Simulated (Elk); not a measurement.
# Collinear magnetic orders of MnO2 (Pyrolusite) with Elk, part 2 of 3

Wanted: the moments of MnO2 (Pyrolusite) and the energy of each order that was tried.

Elk 11.2.3 (patched build); PBE; all-electron APW+lo, Dirac cores, scalar-relativistic bands.

So far, largest spin moment in the muffin-tin sphere (μB): step 2 (run 1 (ferro ++)) 2.61.

## 3. Order 2, typed as antiferro +-

Reversing part of the moments tests the sign of the couplings between them.

elk.in

```
tasks
  0

xctype
  20

rgkmax
  8.5

nempty
  12

swidth
  0.003

reducebf
  0.6

epsengy
  1e-05

maxscl
  100

lmaxi
  3

spinpol
  .true.

sppath
  './'

avec
  8.31158241394 0.00000000000 0.00000000000
  0.00000000000 8.31158241394 0.00000000000
  0.00000000000 0.00000000000 5.42918315605

atoms
  2
  'Mn.in'
  2
  0.0000000000 0.0000000000 0.0000000000   0.000000 0.000000 -0.675000
  0.5000000000 0.5000000000 0.5000000000   0.000000 0.000000 0.675000
  'O.in'
  4
  0.3051500000 0.3051500000 0.0000000000   0.000000 0.000000 0.000000
  0.1948500000 0.8051500000 0.5000000000   0.000000 0.000000 0.000000
  0.6948500000 0.6948500000 0.0000000000   0.000000 0.000000 0.000000
  0.8051500000 0.1948500000 0.5000000000   0.000000 0.000000 0.000000

ngridk
  4 4 8
```

Command:

```console
$ OMP_NUM_THREADS=4 elk
```

Numbers of over 12 decimals in the logs are rounded to 6 here.

The log of the run:

```text
┌─────────────────────────┐
│ Elk code version 11.2.3 │
└─────────────────────────┘

All units are atomic (Hartree, Bohr, etc.)

┌─────────────────────────────────────────────────┐
│ Ground-state run starting from atomic densities │
└─────────────────────────────────────────────────┘

Lattice vectors :
   8.311582414       0.000000000       0.000000000
   0.000000000       8.311582414       0.000000000
   0.000000000       0.000000000       5.429183156

Species : 1 (Mn)
 parameters loaded from : Mn.in
 name : manganese
 nuclear charge    :   -25.00000000
 electronic charge :    25.00000000
 atomic mass :    100145.9370
 muffin-tin radius :    2.000977197
 number of radial points in muffin-tin :    993
 inner part over the whole radius :   0.9869548380E-02
 number on inner part of muffin-tin    :    696
 approximate nuclear radius :   0.7074591925E-04
 number of mesh points to nuclear radius :    334
 atomic positions (lattice), magnetic fields (Cartesian) :
  1 :   0.00000000  0.00000000  0.00000000    0.00000000  0.00000000 -0.67500000
  2 :   0.50000000  0.50000000  0.50000000    0.00000000  0.00000000  0.67500000

Species : 2 (O)
 parameters loaded from : O.in
 name : oxygen
 nuclear charge    :   -8.000000000
 electronic charge :    8.000000000
 atomic mass :    29165.12205
 muffin-tin radius :    1.500732897
 number of radial points in muffin-tin :    593
 inner part over the whole radius :   0.9790564046E-02
 number on inner part of muffin-tin    :    405
 approximate nuclear radius :   0.5115538663E-04
 number of mesh points to nuclear radius :    175
 atomic positions (lattice), magnetic fields (Cartesian) :
  1 :   0.30515000  0.30515000  0.00000000    0.00000000  0.00000000  0.00000000
  2 :   0.19485000 -0.19485000  0.50000000    0.00000000  0.00000000  0.00000000
  3 :  -0.30515000 -0.30515000  0.00000000    0.00000000  0.00000000  0.00000000
  4 :  -0.19485000  0.19485000  0.50000000    0.00000000  0.00000000  0.00000000

Total number of atoms per unit cell :    6
Total muffin-tin volume :    123.7505268
 ratio of muffin-tin to unit cell volume :   0.3299477206

Spin treatment :
 spin-polarised
 global magnetic field (Cartesian) :    0.000000000       0.000000000       0.000000000
 collinear magnetisation in z-direction

Number of Bravais lattice symmetries :   16
Number of crystal symmetries         :   16
Crystal has inversion symmetry
Real symmetric eigensolver will be used

k-point grid :      4     4     8
k-point offset :    0.000000000       0.000000000       0.000000000
k-point set is reduced with full crystal symmetry group
Total number of k-points :       30

Muffin-tin radius times maximum |G+k| :    8.500000000
 using average radius
Maximum |G+k| for APW functions       :    5.097509366
Maximum (1/2)|G+k|²                   :    12.99230087
Maximum |G| for potential and density :    12.00000000
Constant for pseudocharge density :    6
 order of it for each species :   13  13
 order of it for pair densities of each species (exact exchange by exxq0 0: 13) :   13  12
Radial integration step length :    1

G-vector grid sizes :     32    32    21
Number of G-vectors :    10925

Maximum angular momentum used for
 APW functions            :    8
 outer part of muffin-tin :    6
 inner part of muffin-tin :    3

Number of empty states         :     72
Total number of valence states :    200
Total number of core states    :     28

Third-order local-orbitals added for an l without core states : T
Total number of local-orbitals :     78

Exchange-correlation functional :     20     0     0
 Perdew-Burke-Ernzerhof, Phys. Rev. Lett. 77, 3865 (1996)
 gradient requirement :    1
 generalised gradient approximation (GGA)

Smearing type :    3
 Fermi-Dirac
Smearing width :   0.3000000000E-02
Effective electronic temperature (K) :    947.3250744

Mixing type :    3
 Broyden mixing, J. Phys. A: Math. Gen. 17, L317 (1984)

Kohn-Sham potential initialised from atomic data

┌──────────────────────────────┐
│ Self-consistent loop started │
└──────────────────────────────┘

┌─────────────────┐
│ Loop number : 1 │
└─────────────────┘

Energies :
 Fermi                       :     0.167922
 sum of occupied eigenvalues :     -1508.1530767036
 electron kinetic            :      2639.5050588943
 core electron kinetic       :      2341.6227910015
 Coulomb                     :     -5120.0334459760
 Coulomb potential           :     -3978.0125915331
 nuclear-nuclear             :     -448.45664808440
 electron-nuclear            :     -5377.2511269635
 Hartree                     :      705.67432907188
 Madelung                    :     -3131.0271502095
 xc potential                :     -169.38570936354
 xc effective B-field        :    -0.333942
 external B-field            :      0.000000
 exchange                    :     -135.14644057150
 correlation                 :     -3.351082
 electron entropic           :    -0.68730231932081E-03
 total energy                :     -2619.0265972189
 (external B-field energy excluded from total)

Density of states at Fermi energy :    21.07371216
 (states/Hartree/unit cell)

Estimated indirect band gap :   0.3260903751E-02
 from k-point 1 to k-point 4
Estimated direct band gap   :   0.1000225405E-01
 at k-point 12

Charges :
 core                        :    28.00000000
 valence                     :    54.00000000
 interstitial                :    8.568814523
 muffin-tins (core leakage)
  species : 1 (Mn)
   atom 1                    :    21.96634204     ( -0.2136078603E-06)
   atom 2                    :    21.96634204     ( -0.2136078603E-06)
  species : 2 (O)
   atom 1                    :    7.374625348     (  0.9896184738E-07)
   atom 2                    :    7.374625348     (  0.9896184738E-07)
   atom 3                    :    7.374625348     (  0.9896184738E-07)
   atom 4                    :    7.374625348     (  0.9896184738E-07)
 total in muffin-tins        :    73.43118548
 total calculated charge     :    81.99894843
 total charge                :    82.00000000
 error                       :   0.1051572109E-02

Moments :
 interstitial                :   0.9367867284E-16
 muffin-tins
  species : 1 (Mn)
   atom 1                    :    2.513248417
   atom 2                    :   -2.513248417
  species : 2 (O)
   atom 1                    :  -0.1550865041E-01
   atom 2                    :   0.1550865041E-01
   atom 3                    :  -0.1550865041E-01
   atom 4                    :   0.1550865041E-01
 total in muffin-tins        :    0.000000000
 total moment                :   0.9367867284E-16

[... earlier loops left out ...]

┌──────────────────┐
│ Loop number : 21 │
└──────────────────┘

Energies :
 Fermi                       :     0.257872
 sum of occupied eigenvalues :     -1498.8691214659
 electron kinetic            :      2647.0162843320
 core electron kinetic       :      2341.1717074476
 Coulomb                     :     -5126.7336282154
 Coulomb potential           :     -3966.2726584821
 nuclear-nuclear             :     -448.45664808440
 electron-nuclear            :     -5402.4282497275
 Hartree                     :      724.15126959649
 Madelung                    :     -3143.5972989744
 xc potential                :     -179.31560763774
 xc effective B-field        :    -0.297140
 external B-field            :      0.000000
 exchange                    :     -135.32484103679
 correlation                 :     -3.385352
 electron entropic           :    -0.96647465613087E-03
 total energy                :     -2618.4285037581
 (external B-field energy excluded from total)

Density of states at Fermi energy :    32.09866828
 (states/Hartree/unit cell)

Estimated indirect band gap :   0.2297535718E-02
 from k-point 4 to k-point 12
Estimated direct band gap   :   0.2713640174E-02
 at k-point 12

Charges :
 core                        :    28.00000000
 valence                     :    54.00000000
 interstitial                :    8.745015174
 muffin-tins (core leakage)
  species : 1 (Mn)
   atom 1                    :    22.89126652     ( -0.2136317612E-06)
   atom 2                    :    22.89126652     ( -0.2136317612E-06)
  species : 2 (O)
   atom 1                    :    6.868112946     (  0.1086443560E-06)
   atom 2                    :    6.868112946     (  0.1086443560E-06)
   atom 3                    :    6.868112946     (  0.1086443560E-06)
   atom 4                    :    6.868112946     (  0.1086443560E-06)
 total in muffin-tins        :    73.25498483
 total calculated charge     :    81.99907026
 total charge                :    82.00000000
 error                       :   0.9297351082E-03

Moments :
 interstitial                :  -0.1563740073E-15
 muffin-tins
  species : 1 (Mn)
   atom 1                    :    2.427874514
   atom 2                    :   -2.427874514
  species : 2 (O)
   atom 1                    :  -0.4618784677E-01
   atom 2                    :   0.4618784677E-01
   atom 3                    :  -0.4618784677E-01
   atom 4                    :   0.4618784677E-01
 total in muffin-tins        :    0.000000000
 total moment                :  -0.1563740073E-15

┌──────────────────────────────┐
│ Self-consistent loop stopped │
└──────────────────────────────┘

Wrote STATE.OUT
```

Elapsed: 11 min, on 4 threads of AMD EPYC 7571, shared host; peak memory 0.51 GiB; 43 min of CPU time.

Spin moment in the muffin-tin sphere by atom:

| atom | spin moment in the muffin-tin sphere (μB) |
| --- | --- |
| Mn1 | 2.43 |
| Mn2 | -2.43 |
| O3 | -0.05 |
| O4 | 0.05 |
| O5 | -0.05 |
| O6 | 0.05 |

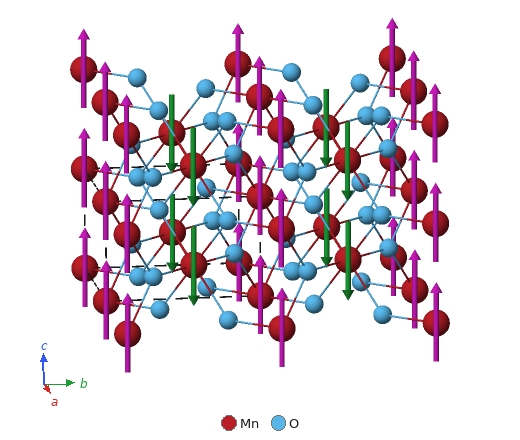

Spin moment in the muffin-tin sphere as arrows, the longest 2.43 μB. Up and down stand for the sign. Arrows give size and sign along the axis of quantisation, drawn up and down the page. The two directions have two colours. 2×2×2 cells are drawn. Some periodic images of atoms are drawn too.

This step gave:

| Property | Result |
| --- | --- |
| density of states at the Fermi level | 1.180 states/eV/cell |
| moment between the spheres | 0 μB |
| magnetization | 0 μB |
| final state | antiferromagnetic |

It lies 117 meV a seeded atom under the first start, and its largest moment is 2.43 μB against 2.61 μB.

## 4. Order 3, typed as no spin polarisation

This run holds no moments, which gives a state to set the others against.

elk.in: that of step 3 with these lines changed.

```diff
@@ -15,5 +15,2 @@
 
-reducebf
-  0.6
-
 epsengy
@@ -26,5 +23,2 @@
   3
-
-spinpol
-  .true.
 
@@ -42,4 +36,4 @@
   2
-  0.0000000000 0.0000000000 0.0000000000   0.000000 0.000000 -0.675000
-  0.5000000000 0.5000000000 0.5000000000   0.000000 0.000000 0.675000
+  0.0000000000 0.0000000000 0.0000000000   0.000000 0.000000 0.000000
+  0.5000000000 0.5000000000 0.5000000000   0.000000 0.000000 0.000000
   'O.in'
```

Command:

```console
$ OMP_NUM_THREADS=4 elk
```

The log of the run:

```text
┌─────────────────────────┐
│ Elk code version 11.2.3 │
└─────────────────────────┘

All units are atomic (Hartree, Bohr, etc.)

┌─────────────────────────────────────────────────┐
│ Ground-state run starting from atomic densities │
└─────────────────────────────────────────────────┘

Lattice vectors :
   8.311582414       0.000000000       0.000000000
   0.000000000       8.311582414       0.000000000
   0.000000000       0.000000000       5.429183156

Species : 1 (Mn)
 muffin-tin radius :    2.000977197
[...]
species : 2 (O)
   atom 1                    :    6.840687101     (  0.1073679414E-06)
   atom 2                    :    6.840687101     (  0.1073679414E-06)
   atom 3                    :    6.840687101     (  0.1073679414E-06)
   atom 4                    :    6.840687101     (  0.1073679414E-06)
 total in muffin-tins        :    73.25578775
 total calculated charge     :    81.99909149
 total charge                :    82.00000000
 error                       :   0.9085141420E-03

┌──────────────────────────────┐
│ Self-consistent loop stopped │
└──────────────────────────────┘

Wrote STATE.OUT

[key lines of the parts left out:]
total energy                :     -2618.3758868962
```

Run time: 2.3 min. Hardware: 4 threads; peak memory 0.29 GiB.

Numbers from this step:

| Quantity | Value |
| --- | --- |
| density of states at the Fermi level | 9.316 states/eV/cell |
| final state | non-magnetic (no spin polarisation) |

It lies 599 meV a seeded atom over the first start.

## 5. The states side by side

These are free energies at a smearing of 0.0816 eV, so its entropy term is in the differences. They are divided by the number of seeded atoms, so that cells of unlike size compare.

Orders:

| start | final state | typed order kept | energy over the lowest (meV a seeded atom) | largest sphere moment (μB) | net moment (μB a primitive cell) | DOS at the Fermi level (states/eV a primitive cell) | mesh matched | CPU time (s) |
| --- | --- | --- | --- | --- | --- | --- | --- | --- |
| ferro ++ | ferromagnetic | yes | 116.6 | 2.611 | 5.959 | 0.7926 | yes | 2952 |
| antiferro +- | antiferromagnetic | yes | 0 | 2.428 | 0 | 1.18 | yes | 2598 |
| no spin polarisation | non-magnetic | - | 715.9 | 0 | 0 | 9.316 | yes | 523.7 |

(Continued in part 3 of 3.)

[Logs and program files are shortened in this print: banners, set-up blocks, solver, clock and traceback lines can be left out without a mark of their own.]

[Logs are printed without paths, hosts, clocks, repeated set-up lines and the standing remarks that a program may print on its own settings, such as how far it seeks lower states.]

[Hosts, paths, dates, database ids (printed as entryN), source tags and the programs' standing remarks are cut or masked in the printed files.]

[Where a cell is said to come from a database of computed structures, the database is the Materials Project.]
